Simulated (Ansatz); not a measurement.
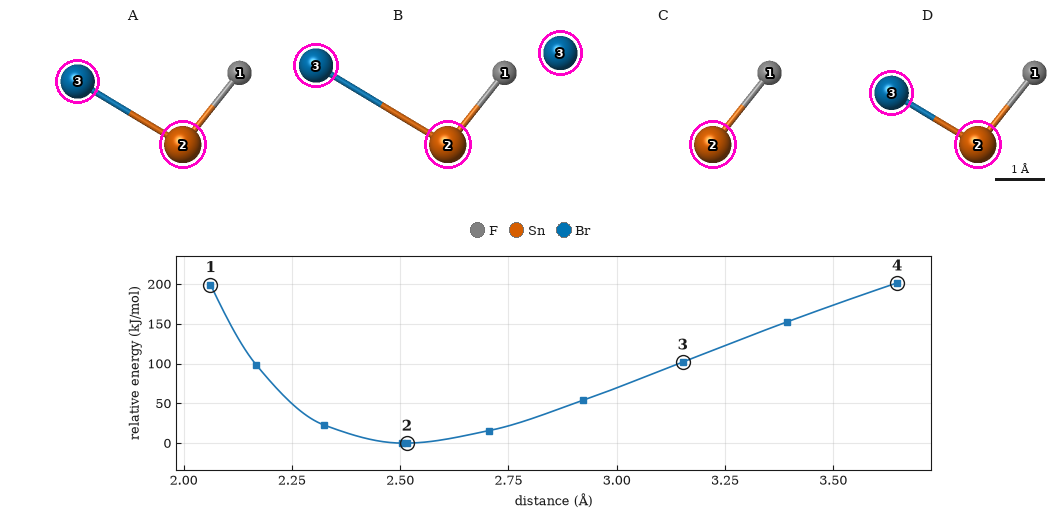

A scan of SnBrF: the Sn2–Br3 distance is varied, with the rest of the molecule carried along rigidly. The frames are shuffled; the numbered points of the plot belong to them. A ball-and-stick model, seen at a tilt. The ringed atoms are those of the scanned coordinate.

Single-point energies from Ansatz with CCSD(T) in the def2-TZVPP basis, on geometries moved rigidly from the minimum at PBE0-D4/def2-TZVP. Coupled cluster with a frozen core. Elements past krypton carry the basis set's effective core potentials. Energies are counted from the PBE0-D4/def2-TZVP minimum geometry at the same level.

> Which frame belongs to which numbered point?

Point 1 is frame D (the distance 2.062 Å, 199.3 kJ/mol); 2 is frame A (the distance 2.515 Å, 0.0 kJ/mol); 3 is frame B (the distance 3.152 Å, 101.9 kJ/mol); 4 is frame C (the distance 3.647 Å, 201.3 kJ/mol). Of the computed points the lowest is at the distance 2.505 Å, 0.0 kJ/mol. At the ends of the scan the energy is 199.3 kJ/mol (2.062 Å) and 201.3 kJ/mol (3.647 Å). The curvature at the lowest point is about 12 eV/Å² (1.8 mdyn/Å). The well is steeper on the short side, as for any bond. At 3.647 Å the mean-field solution behind CCSD(T) isn't stable (a lower one of broken symmetry exists), so those energies are less reliable.
